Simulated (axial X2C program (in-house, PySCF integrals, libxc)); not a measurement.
# Relativistic diatomic calculation, with input and output: N₂⁺

N₂⁺, single determinant with Ω = 1/2. Computed at this level: PBE0, two-component X2C with atomic mean-field Coulomb and Gaunt terms, N dyall-av3z (cores contracted) (axial X2C program (in-house, PySCF integrals, libxc)).

Input file:
```
{"zs": [7, 7], "q": 1, "bas": ["dyall-av3z", "dyall-av3z"], "levels": ["PBE0", "HF", "TPSS"], "cc": true, "r0": 1.2, "thr": -2.0, "nmax": 90, "npts": 10, "nst": 2, "ntry": 6}
```

The line is the task of a batch: nuclear charges, charge, bases, the levels to run, a first guess of the distance and further settings. This report covers PBE0 with spin-orbit coupling. The log is that of the reference distance 1.104 Å, started from orbitals converged before.

Hardware: 1 thread of Intel Xeon (Granite Rapids), 192 GiB of memory available, shared host.

Launched within a batch (the task file carries these settings):
```bash
python <driver script> task.json out
```

Output:
```
two-component X2C + atomic mean field  PBE0
basis functions 114  fitting functions 580  grid points 4342
iter        total energy     max residual
   1       -108.927553902     2.96e-05
   2       -108.927553909     2.02e-05
   3       -108.927553912     1.21e-05
converged
one-electron -188.14231501  Coulomb 68.89802920  exact exchange -3.17338432  xc functional -9.99171258  nuclear repulsion 23.48703201  atomic mean-field constant -0.00520321
```

The points of the curve:

| R (Å) | E (hartree) | dipole (D; origin at the first atom, positive when the second is positive) | highest filled (eV) | lowest empty (eV) |
| --- | --- | --- | --- | --- |
| 0.961 | −108.851792 | 2.31 | −24.42 | −19.71 |
| 1.005 | −108.895514 | 2.41 | −24.72 | −19.58 |
| 1.038 | −108.914754 | 2.49 | −24.85 | −19.49 |
| 1.071 | −108.924791 | 2.57 | −24.44 | −19.40 |
| 1.104 | −108.927554 | 2.65 | −24.06 | −19.30 |
| 1.143 | −108.923609 | 2.74 | −23.63 | −19.20 |
| 1.181 | −108.913776 | 2.84 | −23.24 | −19.09 |
| 1.231 | −108.895011 | 2.96 | −22.76 | −18.94 |
| 1.292 | −108.866112 | 3.10 | −22.23 | −18.76 |
| 1.380 | −108.818471 | 3.31 | −21.54 | −18.48 |

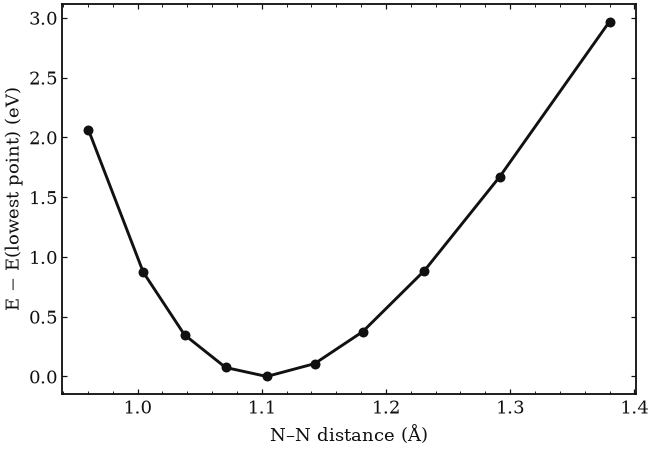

Fig. 1: Energy at 10 bond lengths, for one set of occupations held fixed; the line joins the points. A polynomial of degree 6 through 9 points gives rₑ = 1.102 Å, ωₑ = 2367 cm⁻¹, ωₑxₑ = 14 cm⁻¹ and Bₑ = 1.982 cm⁻¹. The minimum lies 8.72 eV below N + N⁺, each computed as one determinant at the same level.

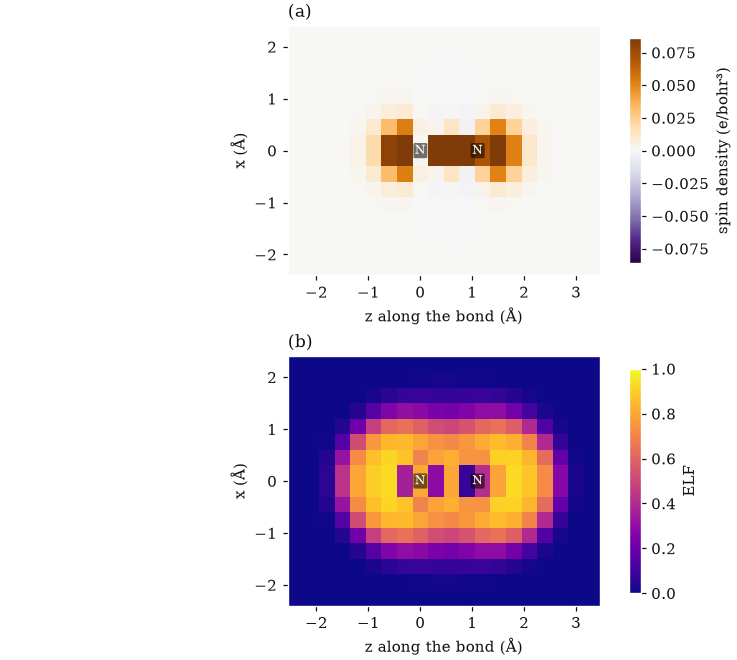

Fig. 2: (a) spin density; (b) electron localisation function, in a plane that holds the axis, at 1.10 Å, on points 0.3 Å apart (one half computed, the other mirrored); the structure near the nuclei is finer than these points.

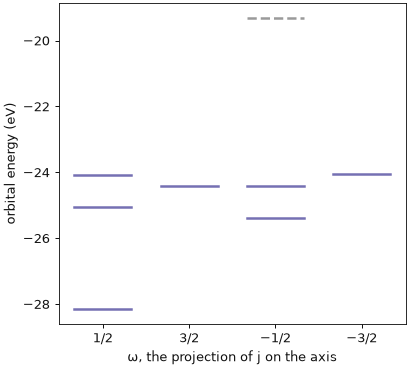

Fig. 3: Orbital energies near the frontier at 1.10 Å, filled (solid) and empty (dashed). The highest filled spinor (−3/2; 44 % N p, 44 % N p) lies at −24.06 eV, the lowest empty one (−1/2; 33 % N p, 33 % N p) at −19.30 eV.

Key numbers:

| quantity | value |
| --- | --- |
| outcome | converged |
| bond length rₑ | 1.102 Å |
| ωₑ | 2367 cm⁻¹ |
| energy at the minimum | −108.92756 hartree |
| depth below the fragments | 8.72 eV |
| wall time | 3.1 s |
| peak memory | 0.51 GiB |
